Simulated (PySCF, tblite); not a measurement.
# C5H6BF3: a rotation path, then NMR shifts on frames

Aim: move C5H6BF3 (`C=C/C=C(/CF)B(F)F`) away from its starting geometry and see how NMR shifts follow the geometry.

Programs: tblite 0.8.0 and PySCF 2.14.0, with density-fitted response routines of our own. Each step states its level of theory. These are calculated values for one molecule in the gas phase, unless marked as measured. Atoms count from 0, in the outputs and in this text.

## Step 1: Starting geometry

15 atoms, charge 0, multiplicity 1; geometry from: GFN2-xTB.

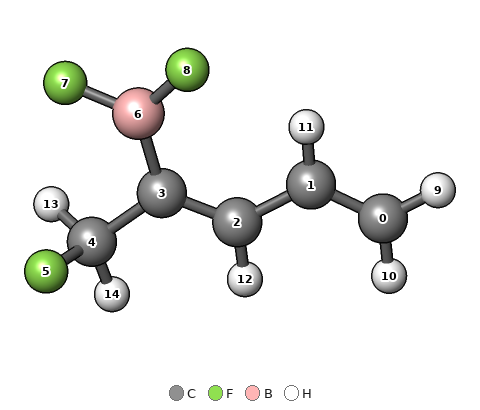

As it starts; carbon grey, fluorine green, boron pink, hydrogen white, atoms numbered.

## Step 2: The rotation path with GFN2-xTB

The job: settings as JSON, then the geometry in Å.

```
{"job": {"kind": "neb", "xc": "GFN2-xTB", "basis": "xTB", "atoms": [5, 4, 3, 6], "turn": 120}, "charge": 0, "multiplicity": 1}
C      2.865363     0.130702    -0.101402
C      1.603483     0.526469    -0.264014
C      0.495129    -0.386970    -0.164178
C     -0.812937    -0.080796    -0.300005
C     -1.829942    -1.189944    -0.168758
F     -2.580294    -1.012635     0.973877
B     -1.404334     1.337294    -0.550049
F     -2.662802     1.501441    -0.909543
F     -0.734432     2.471403    -0.453582
H      3.689413     0.819303    -0.168662
H      3.114478    -0.896889     0.109881
H      1.380329     1.561065    -0.471884
H      0.768644    -1.420581     0.023717
H     -2.538272    -1.178606    -1.004290
H     -1.358241    -2.173267    -0.078676
```

Level: GFN2-xTB climbing-image nudged elastic band, gas phase.

On the command line:

```
$ OMP_NUM_THREADS=1 python probes_run.py task.json out
```

One launch serves the whole session: the jobs run in the order shown.

Log:

```text
image   E - E0 / eV
  0       0.0000
  1       0.0096
  2       0.0326
  3       0.0601
  4       0.0790
  5       0.0777
  6       0.0590
  7       0.0336
  8       0.0004
```

Run time: 2.8 s. Hardware: 1 thread of Arm Neoverse V1, shared host; peak memory 0.18 GiB.

The final band, with the dihedral F5–C4–C3–B6:

```
image  dihedral (°)  energy (eV)  energy (kcal/mol)
    0           -67        0.000                0.0
    1           -49        0.010                0.2
    2           -33        0.033                0.8
    3           -17        0.060                1.4
    4             1        0.079                1.8
    5            17        0.078                1.8
    6            34        0.059                1.4
    7            52        0.034                0.8
    8            64        0.000                0.0
```

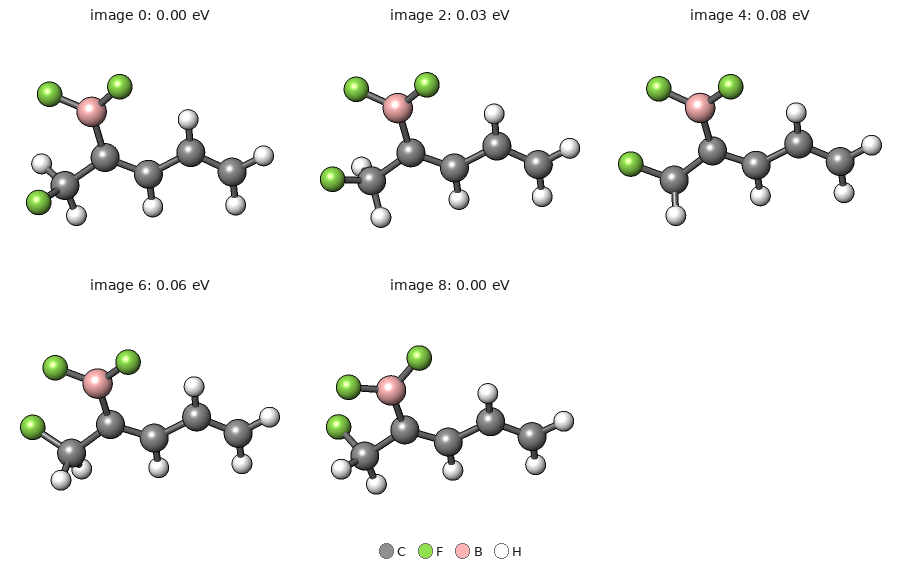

Images along the band.

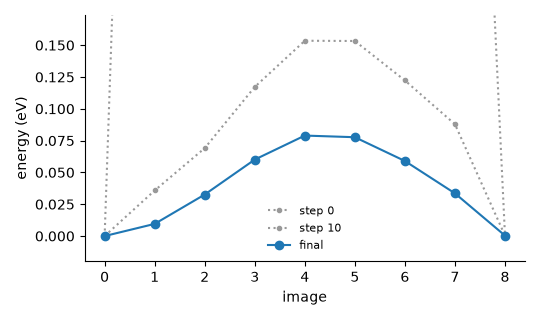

Energy along the band, early and final.

## Step 3: Nuclear shieldings: image 0, PBE0/pcSseg-1

The job: settings as JSON, then the geometry in Å.

```
{"job": {"kind": "nmr", "xc": "PBE0", "basis": "pcSseg-1", "pop": false}, "charge": 0, "multiplicity": 1}
C      2.865400     0.130700    -0.101400
C      1.603500     0.526500    -0.264000
C      0.495100    -0.387000    -0.164200
C     -0.812900    -0.080800    -0.300000
C     -1.829900    -1.189900    -0.168800
F     -2.580300    -1.012600     0.973900
B     -1.404300     1.337300    -0.550000
F     -2.662800     1.501400    -0.909500
F     -0.734400     2.471400    -0.453600
H      3.689400     0.819300    -0.168700
H      3.114500    -0.896900     0.109900
H      1.380300     1.561100    -0.471900
H      0.768600    -1.420600     0.023700
H     -2.538300    -1.178600    -1.004300
H     -1.358200    -2.173300    -0.078700
```

Level: GIAO PBE0/pcSseg-1 NMR shielding, non-relativistic, gas phase.

Log:

```text
coarse grid: 13496 points
cycle   1  E = -517.8436695871  dE =  1.137e+00  |g| = 7.529e-01  |ddm| = 3.529e+00
cycle   2  E = -517.7776828387  dE =  6.599e-02  |g| = 1.046e+00  |ddm| = 1.078e+00
cycle   3  E = -517.9371467052  dE = -1.595e-01  |g| = 8.317e-02  |ddm| = 6.438e-01
cycle   4  E = -517.9383462540  dE = -1.200e-03  |g| = 4.485e-02  |ddm| = 1.076e-01
cycle   5  E = -517.9387950596  dE = -4.488e-04  |g| = 1.641e-02  |ddm| = 4.779e-02
cycle   6  E = -517.9388647879  dE = -6.973e-05  |g| = 3.075e-03  |ddm| = 1.651e-02
cycle   7  E = -517.9388672474  dE = -2.459e-06  |g| = 8.091e-04  |ddm| = 3.129e-03
final grid: 134296 points
cycle   8  E = -518.0078593109  dE = -7.598e-05  |g| = 8.206e-03  |ddm| = 4.531e-02
cycle   9  E = -518.0078555493  dE =  3.762e-06  |g| = 9.712e-03  |ddm| = 1.315e-02
cycle  10  E = -518.0078737402  dE = -1.819e-05  |g| = 1.350e-03  |ddm| = 6.879e-03
cycle  11  E = -518.0078740418  dE = -3.015e-07  |g| = 2.430e-04  |ddm| = 1.156e-03
cycle  12  E = -518.0078740502  dE = -8.450e-09  |g| = 1.313e-04  |ddm| = 2.520e-04
cycle  13  E = -518.0078740541  dE = -3.877e-09  |g| = 3.202e-05  |ddm| = 1.195e-04
cycle  14  E = -518.0078740543  dE = -2.572e-10  |g| = 7.763e-06  |ddm| = 3.663e-05
converged SCF energy = -518.0078740543

GIAO shielding tensors (ppm)
atom      isotropic    diamagn.    paramagn.     s11        s22        s33       span
  0 C       49.698     253.494    -203.796    -62.215     51.290    160.019    222.234
  1 C       42.924     255.761    -212.837    -72.285     38.558    162.501    234.786
  2 C       19.989     255.505    -235.516    -89.873     23.313    126.528    216.401
  3 C       53.948     259.074    -205.126    -39.335     39.478    161.701    201.036
  4 C       96.268     240.663    -144.394     66.454     83.693    138.659     72.205
  5 F      396.503     471.712     -75.209    353.004    377.604    458.901    105.897
  6 B       76.928     194.257    -117.329     65.303     80.512     84.968     19.665
  7 F      249.574     466.714    -217.140     92.072    292.458    364.192    272.119
  8 F      252.412     469.837    -217.425     96.551    293.946    366.741    270.190
  9 H       25.669      28.430      -2.761     23.031     25.005     28.969      5.938
 10 H       25.713      31.038      -5.324     22.266     25.398     29.476      7.210
 11 H       24.093      32.451      -8.358     20.942     21.245     30.092      9.150
 12 H       24.438      34.594     -10.156     20.614     23.454     29.246      8.632
 13 H       26.068      27.835      -1.767     23.873     25.680     28.652      4.780
 14 H       26.828      29.404      -2.576     22.992     26.914     30.579      7.586
```

Wall time 22 s (1 thread of Arm Neoverse V1, shared host); peak memory 0.82 GiB.

The references, computed at this level on geometries of the same kind, shield at (ppm): 1H TMS 31.72, 13C TMS 186.9, 19F CFCl3 170.9, 11B BF3·OEt2 100.1. Their shielding less the atom's gives the shift. The references are single molecules in the gas phase, so shifts against H2O, NH3, PH3, H3PO4 or CFCl3 are not on the usual liquid scales and can be off by tens of ppm. Each atom is listed at this fixed geometry, with no averaging over motion; a spectrum would average atoms that exchange fast.

```
atoms                                 environment  σ (ppm)  δ (ppm)
   C2                                   alkene CH     20.0    166.9
   C1                                   alkene CH     42.9    144.0
   C0                        terminal =CH2 carbon     49.7    137.2
   C3             fully substituted alkene carbon     53.9    133.0
   C4                 allylic sp3 CH2 bonded to F     96.3     90.7
  H11                    hydrogen on an alkene CH    24.09     7.62
  H12                    hydrogen on an alkene CH    24.44     7.28
   H9          hydrogen on a terminal =CH2 carbon    25.67     6.05
  H10          hydrogen on a terminal =CH2 carbon    25.71     6.00
  H13  hydrogen on an allylic sp3 CH2 bonded to F    26.07     5.65
  H14  hydrogen on an allylic sp3 CH2 bonded to F    26.83     4.89
   F7                        fluorine bonded to B    249.6    -78.6
   F8                        fluorine bonded to B    252.4    -81.5
   F5                   fluorine on an sp3 carbon    396.5   -225.6
   B6                      boron bonded to C, 2 F     76.9     23.1
```

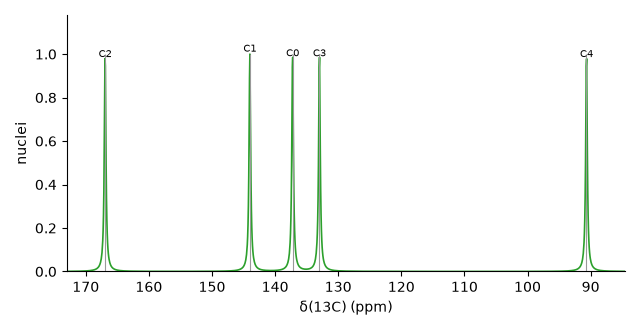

13C lines at the computed shifts, without couplings. Lines are broadened to a width of 0.31 ppm (Lorentzian).

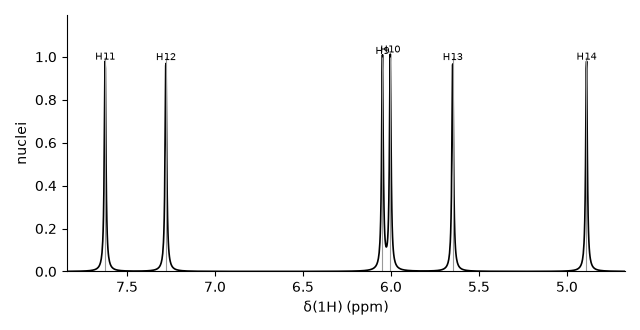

1H lines at the computed shifts, without couplings. Lines are broadened to a width of 0.01 ppm (Lorentzian).

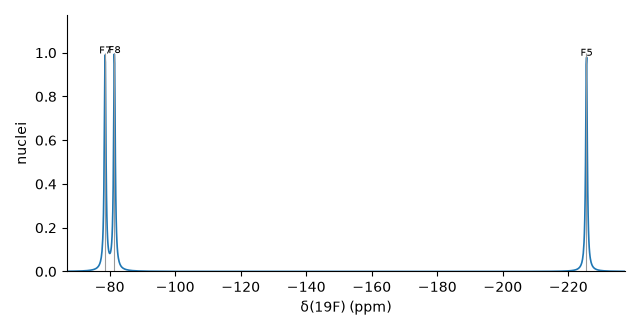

19F lines at the computed shifts, without couplings. Lines are broadened to a width of 0.59 ppm (Lorentzian).

## Step 4: Nuclear shieldings: image 2, PBE0/pcSseg-1

The job: settings as JSON, then the geometry in Å.

```
{"job": {"kind": "nmr", "xc": "PBE0", "basis": "pcSseg-1", "pop": false}, "charge": 0, "multiplicity": 1}
C      2.862900     0.123800    -0.185700
C      1.597200     0.525700    -0.295000
C      0.487900    -0.385400    -0.184000
C     -0.825400    -0.072400    -0.235400
C     -1.814300    -1.210700    -0.142300
F     -2.981300    -0.834900     0.473100
B     -1.406500     1.363200    -0.423200
F     -2.656200     1.585300    -0.768800
F     -0.703400     2.473600    -0.276500
H      3.683000     0.817400    -0.246000
H      3.119800    -0.911700    -0.026800
H      1.373000     1.568300    -0.455200
H      0.763400    -1.428200    -0.059900
H     -2.093700    -1.560800    -1.144300
H     -1.410800    -2.045200     0.442400
```

Level: GIAO PBE0/pcSseg-1 NMR shielding, non-relativistic, gas phase.

Log:

```text
coarse grid: 13496 points
cycle   1  E = -517.8410415545  dE =  1.147e+00  |g| = 7.545e-01  |ddm| = 3.539e+00
cycle   2  E = -517.7719262990  dE =  6.912e-02  |g| = 1.052e+00  |ddm| = 1.140e+00
cycle   3  E = -517.9350235659  dE = -1.631e-01  |g| = 9.256e-02  |ddm| = 6.889e-01
cycle   4  E = -517.9365498289  dE = -1.526e-03  |g| = 5.069e-02  |ddm| = 1.226e-01
cycle   5  E = -517.9371560009  dE = -6.062e-04  |g| = 1.651e-02  |ddm| = 5.276e-02
cycle   6  E = -517.9372262722  dE = -7.027e-05  |g| = 2.889e-03  |ddm| = 1.679e-02
cycle   7  E = -517.9372284539  dE = -2.182e-06  |g| = 7.333e-04  |ddm| = 3.079e-03
final grid: 134296 points
cycle   8  E = -518.0056407086  dE = -6.993e-05  |g| = 8.046e-03  |ddm| = 3.994e-02
cycle   9  E = -518.0056374231  dE =  3.285e-06  |g| = 9.418e-03  |ddm| = 1.325e-02
cycle  10  E = -518.0056546054  dE = -1.718e-05  |g| = 1.295e-03  |ddm| = 7.215e-03
cycle  11  E = -518.0056548794  dE = -2.740e-07  |g| = 2.195e-04  |ddm| = 1.176e-03
cycle  12  E = -518.0056548863  dE = -6.878e-09  |g| = 1.107e-04  |ddm| = 2.134e-04
cycle  13  E = -518.0056548889  dE = -2.656e-09  |g| = 3.009e-05  |ddm| = 1.015e-04
cycle  14  E = -518.0056548892  dE = -2.278e-10  |g| = 6.168e-06  |ddm| = 3.229e-05
converged SCF energy = -518.0056548892

GIAO shielding tensors (ppm)
atom      isotropic    diamagn.    paramagn.     s11        s22        s33       span
  0 C       51.787     253.543    -201.757    -59.301     54.713    159.949    219.250
  1 C       43.433     255.613    -212.180    -72.058     38.686    163.672    235.730
  2 C       27.004     256.008    -229.004    -85.545     28.908    137.649    223.194
  3 C       50.468     259.887    -209.420    -40.662     40.812    151.253    191.915
  4 C       96.450     242.261    -145.811     60.693     83.254    145.401     84.708
  5 F      416.308     469.099     -52.791    379.916    399.901    469.106     89.190
  6 B       77.850     193.726    -115.877     67.325     81.537     84.688     17.363
  7 F      243.698     466.023    -222.325     87.735    282.392    360.966    273.231
  8 F      250.280     470.084    -219.804     98.201    293.271    359.369    261.168
  9 H       25.767      28.501      -2.734     23.151     25.050     29.099      5.949
 10 H       25.854      31.076      -5.222     22.489     25.478     29.596      7.107
 11 H       24.137      32.469      -8.331     20.908     21.251     30.253      9.345
 12 H       24.734      34.652      -9.918     20.880     23.662     29.661      8.781
 13 H       26.019      27.800      -1.780     22.300     26.679     29.079      6.779
 14 H       26.534      29.429      -2.895     22.217     27.054     30.332      8.115
```

Wall time 21 s (1 thread of Arm Neoverse V1, shared host); peak memory 0.89 GiB.

Key values: δ C2 159.9, C1 143.5, C3 136.5, C0 135.1, H11 7.58, H12 6.98 ppm.

(Part 1 of 2 ends here.)
